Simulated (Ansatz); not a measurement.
# Geometry relaxation of CH$_{6}$BNOSi

CH$_{6}$BNOSi, computed with RKS PBE0-D4/def2-TZVP (Ansatz 0.2.0).

The geometry: PBE-D4/def2-SVP start. Figures and captions count atoms from 1; the log counts them from 0 in places.

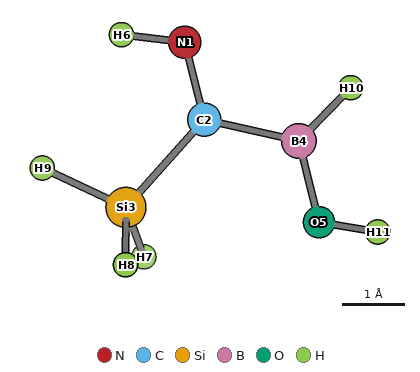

**Figure 1.** The input geometry (ball-and-stick view, seen at a tilt; atoms are numbered from 1 in the order of the input).

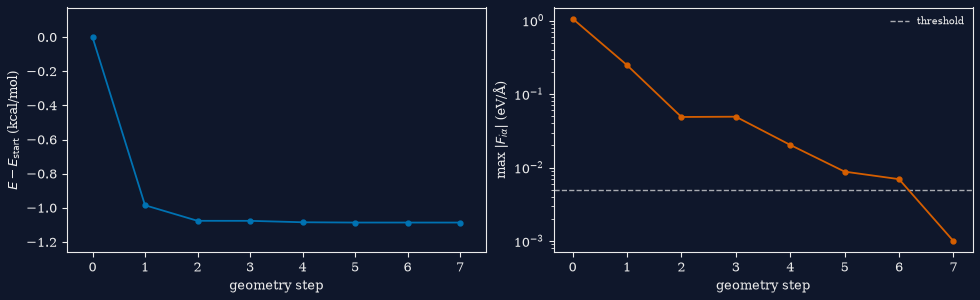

**Figure 2.** Progress of the relaxation, step by step (the first geometry is step 0 here and step 1 in the log).

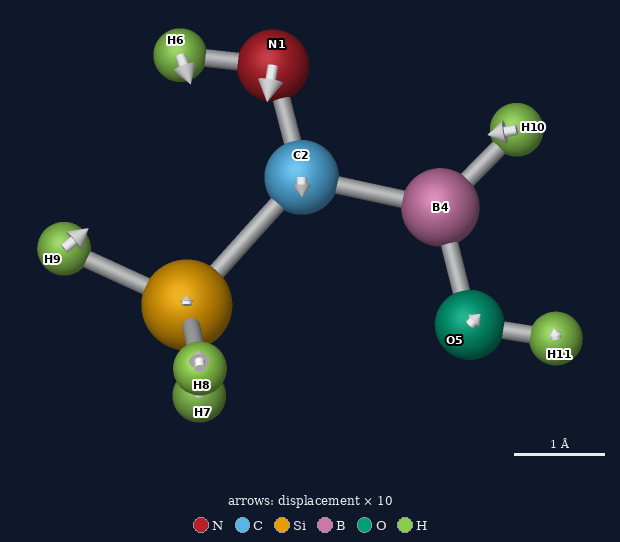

**Figure 3.** The starting structure with the displacements as white arrows, magnified 10 times (ball-and-stick view, seen on its broad side). The two geometries are laid on each other by the best rigid fit. The largest move after the best rigid fit is that of N1, 0.042 Å. By element the largest moves are N 0.042 Å, H 0.036 Å, C 0.022 Å, O 0.017 Å, Si 0.010 Å, B 0.005 Å. Distances before and after: C2–Si3 1.927 → 1.903 Å, B4–H10 1.220 → 1.198 Å, Si3–H7 1.506 → 1.486 Å, N1–H6 1.043 → 1.025 Å. The energy falls by 1.09 kcal/mol in 7 geometry steps. Largest force component: 1.1 eV/Å at the start, 0.001 eV/Å at the end. (Atoms are counted from 1 in the order of the input.)

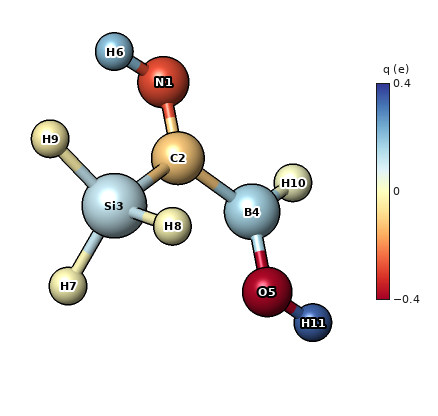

**Figure 4.** Mulliken charges, as the colour of each atom (ball-and-stick view, seen at a tilt; atoms are numbered from 1 in the order of the input). By element: N −0.28, C −0.11, Si +0.12, B +0.16, O −0.39 and H −0.03 to +0.34 e.

The input that produced these results follows, with the program's output.

The input:
```yaml
crystal:
  periodic: [false, false, false]
  atoms:
    - {symbol: N, position_ang: [-0.684425, 1.759297, 0.570895]}
    - {symbol: C, position_ang: [-0.233450, 0.622129, 0.135008]}
    - {symbol: Si, position_ang: [0.237446, -0.856877, 1.276470]}
    - {symbol: B, position_ang: [-0.075518, 0.477057, -1.435679]}
    - {symbol: O, position_ang: [0.388394, -0.721592, -1.885615]}
    - {symbol: H, position_ang: [-0.753642, 1.754222, 1.611482]}
    - {symbol: H, position_ang: [-0.596746, -2.074347, 0.976566]}
    - {symbol: H, position_ang: [1.690064, -1.225936, 1.130402]}
    - {symbol: H, position_ang: [-0.019897, -0.416915, 2.697524]}
    - {symbol: H, position_ang: [-0.353209, 1.386005, -2.200746]}
    - {symbol: H, position_ang: [0.466283, -0.760043, -2.855807]}
basis:
  gaussian: {orbitals: def2-TZVP}
hamiltonian: {xc: pbe0, dispersion: d4}
relax: {f_tol: 0.005, max_steps: 150}
```

What the program printed:
```
Functional definition: PBE0
  name "PBE0"
  cite "Adamo & Barone, J. Chem. Phys. 110, 6158 (1999) doi:10.1063/1.478522"
  cite "Perdew, Burke & Ernzerhof, Phys. Rev. Lett. 77, 3865 (1996) doi:10.1103/PhysRevLett.77.3865"
  parent pbe
  parameter a = 0.25
  parameter kappa = 0.804
  parameter beta = 0.06672455060314922
  exchange = (1 - a)*pbe_x(kappa = kappa, mu = beta*pi^2/3) + a*exact_x
  correlation = pbe_c(beta = beta)
1187 factors; their error is unknown
mean field evaluation 1: about -13211.6709 eV, gradient 6.0e1 eV
mean field evaluation 2: about -13204.1231 eV, gradient 8.5e1 eV
mean field evaluation 4: about -13218.4777 eV, gradient 6.9e0 eV
mean field evaluation 8: about -13218.5827 eV, gradient 1.3e-1 eV
mean field evaluation 16: about -13218.6213 eV, gradient 1.5e-4 eV
mean field -13218.62127877 eV, -485.7753720914 hartree, gradient 2.1e-5 eV, S^2 0.000000; 0 other end points of the search recorded, 0 dependent functions left out
the calculation of the forces begins
reference -13218.62131306 eV, -485.7753733515 hartree; 23, 23 occupied and 174, 174 virtual orbitals, 1187 factors
relax step   1: F+E_penalty+E_count = -13218.80979942 eV  Δ(F+E_penalty+E_count) = +0.000e0 eV  max|allowed force component| = 1.062e0 eV/Å  Δτ_max = 0.0000 Å  (29 SCF iters, accepted)
these checks for a lower state are left out or cut short: starts, cluster_reference, orbital_swaps, neighbouring_geometries, increment
1187 factors; their error is unknown
mean field -13218.66309866 eV, -485.7769089440 hartree, gradient 1.2e-5 eV, S^2 0.000000; 0 other end points of the search recorded, 0 dependent functions left out
the calculation of the forces begins
reference -13218.66313285 eV, -485.7769102006 hartree; 23, 23 occupied and 174, 174 virtual orbitals, 1187 factors
relax step   2: F+E_penalty+E_count = -13218.85249280 eV  Δ(F+E_penalty+E_count) = -4.269e-2 eV  max|allowed force component| = 2.477e-1 eV/Å  Δτ_max = 0.0329 Å  (34 SCF iters, accepted)
these checks for a lower state are left out or cut short: starts, cluster_reference, orbital_swaps, neighbouring_geometries, increment
1187 factors; their error is unknown
mean field evaluation 32: about -13218.6668 eV, gradient 1.1e-5 eV
mean field -13218.66675735 eV, -485.7770433985 hartree, gradient 1.1e-5 eV, S^2 0.000000; 0 other end points of the search recorded, 0 dependent functions left out
the calculation of the forces begins
reference -13218.66679147 eV, -485.7770446522 hartree; 23, 23 occupied and 174, 174 virtual orbitals, 1187 factors
relax step   3: F+E_penalty+E_count = -13218.85644756 eV  Δ(F+E_penalty+E_count) = -3.955e-3 eV  max|allowed force component| = 4.882e-2 eV/Å  Δτ_max = 0.0172 Å  (35 SCF iters, accepted)
these checks for a lower state are left out or cut short: starts, cluster_reference, orbital_swaps, neighbouring_geometries, increment
1187 factors; their error is unknown
mean field -13218.66680346 eV, -485.7770450929 hartree, gradient 1.1e-5 eV, S^2 0.000000; 0 other end points of the search recorded, 0 dependent functions left out
the calculation of the forces begins
reference -13218.66683758 eV, -485.7770463469 hartree; 23, 23 occupied and 174, 174 virtual orbitals, 1187 factors
relax step   4: F+E_penalty+E_count = -13218.85645561 eV  Δ(F+E_penalty+E_count) = -8.051e-6 eV  max|allowed force component| = 4.923e-2 eV/Å  Δτ_max = 0.0094 Å  (34 SCF iters, accepted)
these checks for a lower state are left out or cut short: starts, cluster_reference, orbital_swaps, neighbouring_geometries, increment
1187 factors; their error is unknown
mean field -13218.66719640 eV, -485.7770595332 hartree, gradient 1.1e-5 eV, S^2 0.000000; 0 other end points of the search recorded, 0 dependent functions left out
the calculation of the forces begins
reference -13218.66723053 eV, -485.7770607875 hartree; 23, 23 occupied and 174, 174 virtual orbitals, 1187 factors
relax step   5: F+E_penalty+E_count = -13218.85681453 eV  Δ(F+E_penalty+E_count) = -3.589e-4 eV  max|allowed force component| = 2.035e-2 eV/Å  Δτ_max = 0.0059 Å  (35 SCF iters, accepted)
these checks for a lower state are left out or cut short: starts, cluster_reference, orbital_swaps, neighbouring_geometries, increment
1187 factors; their error is unknown
mean field -13218.66733077 eV, -485.7770644714 hartree, gradient 1.1e-5 eV, S^2 0.000000; 0 other end points of the search recorded, 0 dependent functions left out
the calculation of the forces begins
reference -13218.66736491 eV, -485.7770657258 hartree; 23, 23 occupied and 174, 174 virtual orbitals, 1187 factors
relax step   6: F+E_penalty+E_count = -13218.85688783 eV  Δ(F+E_penalty+E_count) = -7.330e-5 eV  max|allowed force component| = 8.813e-3 eV/Å  Δτ_max = 0.0047 Å  (35 SCF iters, accepted)
these checks for a lower state are left out or cut short: starts, cluster_reference, orbital_swaps, neighbouring_geometries, increment
1187 factors; their error is unknown
mean field -13218.66735568 eV, -485.7770653866 hartree, gradient 1.1e-5 eV, S^2 0.000000; 0 other end points of the search recorded, 0 dependent functions left out
the calculation of the forces begins
reference -13218.66738981 eV, -485.7770666409 hartree; 23, 23 occupied and 174, 174 virtual orbitals, 1187 factors
relax step   7: F+E_penalty+E_count = -13218.85688888 eV  Δ(F+E_penalty+E_count) = -1.058e-6 eV  max|allowed force component| = 6.963e-3 eV/Å  Δτ_max = 0.0022 Å  (35 SCF iters, accepted)
these checks for a lower state are left out or cut short: starts, cluster_reference, orbital_swaps, neighbouring_geometries, increment
1187 factors; their error is unknown
mean field evaluation 64: about -13218.6674 eV, gradient 1.2e-4 eV
mean field -13218.66735231 eV, -485.7770652627 hartree, gradient 1.1e-5 eV, S^2 0.000000; 0 other end points of the search recorded, 0 dependent functions left out
the calculation of the forces begins
reference -13218.66738644 eV, -485.7770665171 hartree; 23, 23 occupied and 174, 174 virtual orbitals, 1187 factors
relax step   8: F+E_penalty+E_count = -13218.85689125 eV  Δ(F+E_penalty+E_count) = -2.363e-6 eV  max|allowed force component| = 1.001e-3 eV/Å  Δτ_max = 0.0009 Å  (35 SCF iters, accepted)
1187 factors; their error is unknown
mean field -13218.66735231 eV, -485.7770652627 hartree, gradient 1.1e-5 eV, S^2 0.000000; 1 other end points of the search recorded, 0 dependent functions left out
the calculation of the forces begins
reference -13218.66738644 eV, -485.7770665171 hartree; 23, 23 occupied and 174, 174 virtual orbitals, 1187 factors
Total energy: -13218.85692538 eV, -485.7840319447 hartree
Atom 0 at    -0.669096     1.720219     0.573664 Å, force     0.000189    -0.000271     0.000289 eV/Å
Atom 1 at    -0.226306     0.601054     0.132427 Å, force    -0.000263     0.000280    -0.000286 eV/Å
Atom 2 at     0.233224    -0.847347     1.277561 Å, force     0.000201    -0.000583    -0.000013 eV/Å
Atom 3 at    -0.076204     0.474041    -1.431334 Å, force    -0.000263     0.001001     0.000050 eV/Å
Atom 4 at     0.388406    -0.707883    -1.896243 Å, force     0.000330    -0.000462    -0.000156 eV/Å
Atom 5 at    -0.738763     1.725279     1.596722 Å, force    -0.000015     0.000132     0.000227 eV/Å
Atom 6 at    -0.594264    -2.046533     0.983546 Å, force    -0.000297     0.000100    -0.000059 eV/Å
Atom 7 at     1.667288    -1.210453     1.133026 Å, force     0.000095     0.000169    -0.000059 eV/Å
Atom 8 at    -0.027192    -0.392276     2.672416 Å, force    -0.000042     0.000256    -0.000065 eV/Å
Atom 9 at    -0.358252     1.375416    -2.169010 Å, force    -0.000042    -0.000519     0.000072 eV/Å
Atom 10 at     0.466461    -0.748518    -2.852274 Å, force     0.000107    -0.000102    -0.000001 eV/Å
Dipole moment:     0.107575    -0.251499    -0.223095 e Å
```

Key numbers:

| quantity | value |
| --- | --- |
| outcome | converged |
| total energy | −13218.8569 eV |
| mean-field energy | −13218.6674 eV |
| dispersion energy | −0.1895 eV |
| SCF solution under orbital rotations | stable |
| largest force (length of the vector) at the end | 0.001 eV/Å |
| dipole moment | 1.70 D |
| hardware | 4 threads of Oxide Virtual Turin-like, 27 GiB of memory available, shared host |
| wall time | 29 s (CPU time 99 s) |
| peak memory | 0.48 GiB |
